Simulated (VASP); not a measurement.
Band structure of GaSb (relaxed from the layered h-BN type structure, space group P6_3/mmc). Calculation: PBEsol GGA, VASP's PBE PAW potentials (set 64) (plane waves; VASP).

Without a dispersion term in the relaxation, distances and binding between the weakly bound layers, chains or molecules are unreliable, and so is what depends on them. Unless said otherwise, spin-orbit coupling is left out, though it shifts the bands of the heavy elements here.

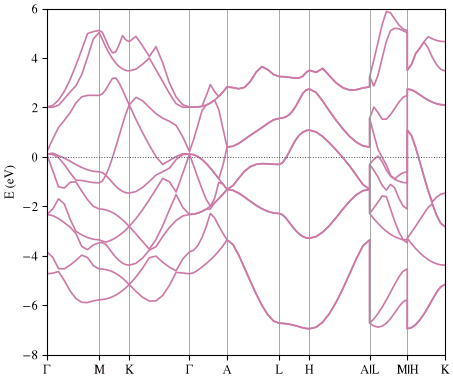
Figure. Bands along high-symmetry lines, zero at the valence-band maximum or, without a gap, the Fermi level

Task: Read the plot: is there a gap, and where are the band edges?

Result: It has no gap at this level: it comes out as a metal or semimetal. (Edges off the drawn lines would not show.)

The structure was generated: GaSb was put into the layered h-BN type type (P6_3/mmc), which need not be its known phase. It was relaxed first, which changed the volume by -41 %.
